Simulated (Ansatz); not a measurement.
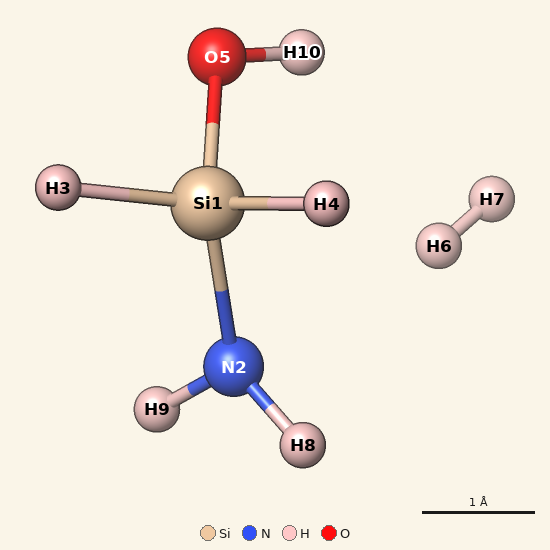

Orthographic view. Atoms fade into the background with distance from the viewer. The geometry was computed by an optimisation with PBE0-D4/def2-TZVP.

List the bonded neighbours of every atom.

Si1: N2, H3, H4, O5
N2: Si1, H8, H9
H3: Si1
H4: Si1
O5: Si1, H10
H6: H7
H7: H6
H8: N2
H9: N2
H10: O5
